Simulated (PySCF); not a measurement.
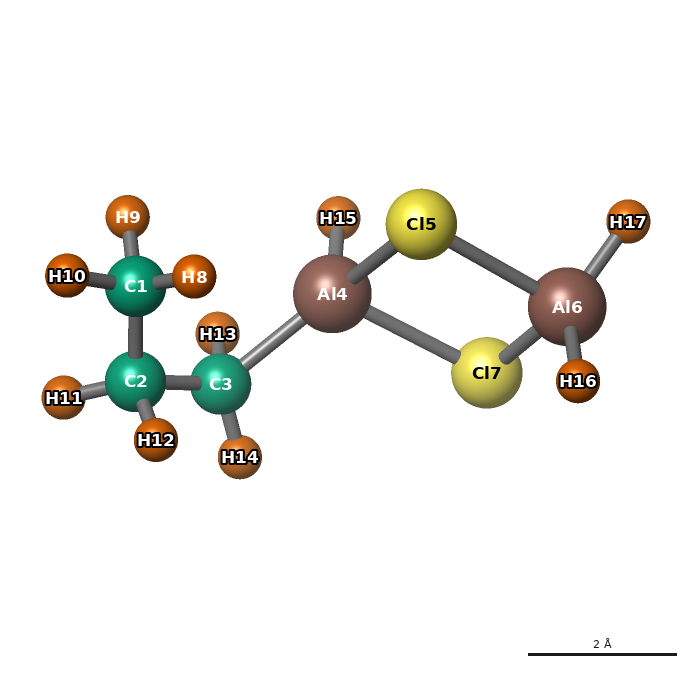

Numbered structure. Geometry: a frame of a GFN2-xTB molecular-dynamics simulation, not a minimum.

> How are the neighbours of atom 1 arranged?

C1 has 4 neighbours (C2 at 1.49, H8 at 1.09, H9 at 1.12, H10 at 1.17 Å); the arrangement is tetrahedral.

> Describe the coordination of atom 5.

Cl5 has 2 neighbours (Al4 at 2.25, Al6 at 2.43 Å); the arrangement is bent.

> Describe the coordination of atom 7.

Cl7 has 2 neighbours (Al4 at 2.48, Al6 at 2.11 Å); the arrangement is bent.

> How are the neighbours of atom 2 arranged?

C2 has 4 neighbours (C1 at 1.49, C3 at 1.49, H11 at 1.08, H12 at 1.07 Å); the arrangement is tetrahedral.

> What is the dihedral angle C1–C2–C3–Al4?

17° in size, that is syn (eclipsed).
